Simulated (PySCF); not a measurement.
# C₃H₈BFGe: electronic excitations

Wanted: the electronic excitations of C₃H₈BFGe (`F[B]([GeH3])C1CC1`), by calculation.

Programs: PySCF 2.14.0, with density-fitted response routines of our own. Each step states its level of theory. These are calculated values for one molecule in the gas phase, unless marked as measured. Atoms count from 0, in the outputs and in this text.

## 1. The molecule as given

14 atoms, charge 0, multiplicity 1; geometry from: GFN2-xTB.

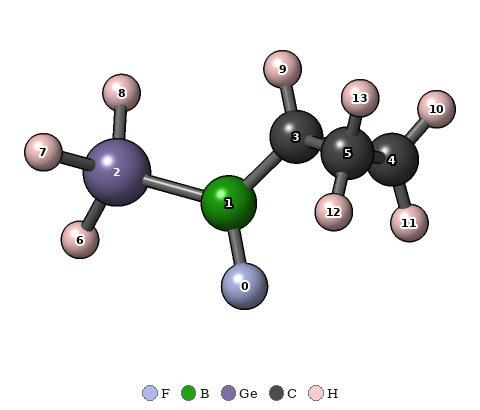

As it starts; fluorine light blue, boron green, germanium purple, carbon dark grey, hydrogen pink, atoms numbered.

## 2. Excited states and response: CAM-B3LYP/def2-SVPD

The job: settings as JSON, then the geometry in Å.

```
{"job": {"kind": "uv", "xc": "CAM-B3LYP", "basis": "def2-SVPD", "nstates": 8, "ntriplets": 3}, "charge": 0, "multiplicity": 1}
F      0.435671    -0.175419    -1.540436
B      0.644617    -0.027081    -0.239676
Ge     2.561630     0.166276     0.388017
C     -0.583132    -0.003514     0.694136
C     -1.805229    -0.852595     0.366398
C     -1.891721     0.615558     0.217727
H      3.604465    -0.462325    -0.476731
H      3.033318     1.580386     0.512847
H      2.830485    -0.386269     1.751280
H     -0.391728     0.113702     1.756916
H     -2.311615    -1.325540     1.193900
H     -1.760502    -1.456245    -0.527314
H     -1.907575     1.029945    -0.779021
H     -2.459362     1.182648     0.939815
```

Method: TDDFT CAM-B3LYP/def2-SVPD, vertical, gas phase, core orbitals frozen in the response.

Started as:

```sh
OMP_NUM_THREADS=1 python probes_run.py task.json out
```

This one command runs all jobs of the session in turn.

What it wrote:

```text
coarse grid: 53216 points
cycle   1  E = -2320.3654406430  dE =  1.829e-01  |g| = 5.817e-01  |ddm| = 5.667e+00
cycle   2  E = -2320.3560113939  dE =  9.429e-03  |g| = 6.838e-01  |ddm| = 1.289e+00
cycle   3  E = -2320.4213627511  dE = -6.535e-02  |g| = 6.625e-02  |ddm| = 7.022e-01
cycle   4  E = -2320.4219800467  dE = -6.173e-04  |g| = 3.453e-02  |ddm| = 1.548e-01
cycle   5  E = -2320.4221624417  dE = -1.824e-04  |g| = 3.500e-03  |ddm| = 4.469e-02
cycle   6  E = -2320.4221655582  dE = -3.116e-06  |g| = 6.063e-04  |ddm| = 1.200e-02
final grid: 112456 points
cycle   7  E = -2320.4220713808  dE = -1.661e-07  |g| = 3.857e-04  |ddm| = 5.952e-03
cycle   8  E = -2320.4220714066  dE = -2.586e-08  |g| = 2.897e-04  |ddm| = 1.493e-03
cycle   9  E = -2320.4220714261  dE = -1.949e-08  |g| = 3.926e-05  |ddm| = 5.132e-04
cycle  10  E = -2320.4220714265  dE = -4.025e-10  |g| = 1.667e-05  |ddm| = 1.117e-04
converged SCF energy = -2320.4220714265

Static polarisability (au): isotropic 79.421, principal 69.296 69.926 99.039

Singlet excitations
state   eV       nm        f      main configurations
  1   5.2420    236.5   0.00516   H->L 0.94
  2   6.9280    179.0   0.31847   H-1->L 0.96
  3   7.1721    172.9   0.01091   H-2->L 0.92
  4   7.4622    166.1   0.00201   H-4->L 0.69, H->L+1 0.20
  5   7.4908    165.5   0.01152   H->L+1 0.71, H-4->L 0.19
  6   7.6501    162.1   0.02677   H-3->L 0.89
  7   8.0620    153.8   0.08086   H->L+2 0.40, H->L+3 0.32, H->L+6 0.12
  8   8.1444    152.2   0.00811   H-5->L 0.87

Triplet excitations (Tamm-Dancoff, eV): 4.5464 6.0513 6.7394
```

Wall time 77 s (1 thread of Arm Neoverse N1, shared host); peak memory 0.93 GiB.

Frontier orbitals and where they lie:

| orbital | eV | atoms |
| --- | --- | --- |
| HOMO−3 | -10.77 | Ge2 37 %, H7 27 %, H8 10 % |
| HOMO−2 | -10.59 | Ge2 35 %, H8 22 %, H6 17 % |
| HOMO−1 | -10.23 | C3 36 %, C5 18 %, C4 17 % |
| HOMO | -9.32 | B1 23 %, Ge2 23 %, C3 12 % |
| LUMO | -0.16 | B1 37 %, Ge2 21 %, F0 13 % |
| LUMO+1 | 0.92 | Ge2 35 %, B1 31 %, H8 5 % |
| LUMO+2 | 1.53 | Ge2 24 %, C4 11 %, C5 10 % |

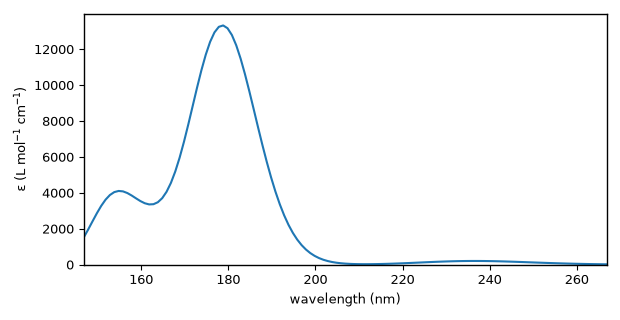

Absorption spectrum: each of the 8 states is a Gaussian band of 0.4 eV half-width at 1/e. Beyond the last state computed it falls off for lack of states.

Ground-state properties from the same run:

| property | computed |
| --- | --- |
| dipole moment (D) | 1.99 |
| polarisability (Å³) | 11.77 |
| HOMO–LUMO gap (eV) | 9.16 |
| −ε(HOMO) (eV) | 9.32 |

## 3. What came out

```
                                quantity                        value
    lowest singlet (CAM-B3LYP/def2-SVPD)  5.24 eV (237 nm), f = 0.005
brightest single state of those computed  state 2, 6.93 eV, f = 0.318
                          lowest triplet                      4.55 eV
```

In words: The first singlet state (HOMO→LUMO 0.94) lies at 5.24 eV and is weak; of the 8 states computed, the strongest absorption comes from state 2 at 6.93 eV. The lowest triplet lies 0.70 eV below the lowest singlet (triplets in Tamm-Dancoff, singlets in full TDDFT).
